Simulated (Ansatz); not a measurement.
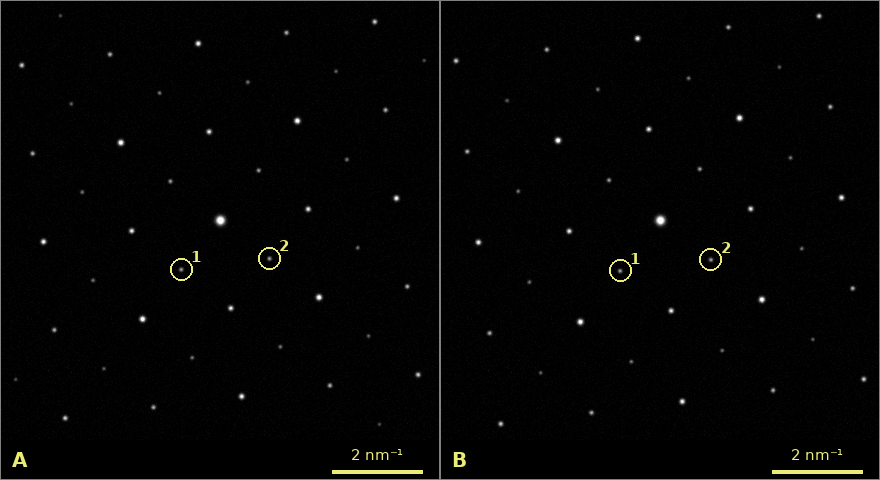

Kinematic electron diffraction patterns (200 kV, B = 0.5 Å², same scale) along [001] of the run's own cell, for the start and the end of one relaxation of Cs2Ti with DFT PBE, scalar-relativistic, plane waves, PAW (Ansatz). k mesh 8×8×12. The start is a generated model structure, and the relaxation ends in the nearest stationary point of its symmetry, not necessarily the ground state. Spot 1 is -1 0 0 and spot 2 is 0 -1 0 in both.

Start structure:

```
CELL_PARAMETERS angstrom
6.94680 0.00000 0.00000
0.00000 6.94680 0.00000
0.00000 0.00000 3.67913
ATOMIC_POSITIONS crystal
Cs 0.00000 0.50000 0.50000
Cs 0.50000 0.00000 0.50000
Ti 0.50000 0.50000 0.00000
```

> Which pattern belongs to the start structure, and which to the relaxed one?

B is the start: its cell gives d(1) = 6.947 Å, d(2) = 6.947 Å and an angle of 90.0°. A is the relaxed structure, with d(1) = 7.147 Å (+2.9 %), d(2) = 7.147 Å (+2.9 %) and 90.0°.

> What did the relaxation do to the structure and the energy?

The volume changed by +6.0 % to 62.72 Å³ an atom; the fractional coordinates hardly changed; the space group stayed P4/mmm (No. 123); the free energy fell by 3.8 meV an atom. Relaxed cell: a = 7.147 Å, b = 7.147 Å, c = 3.684 Å, α = 90.00°, β = 90.00°, γ = 90.00°.
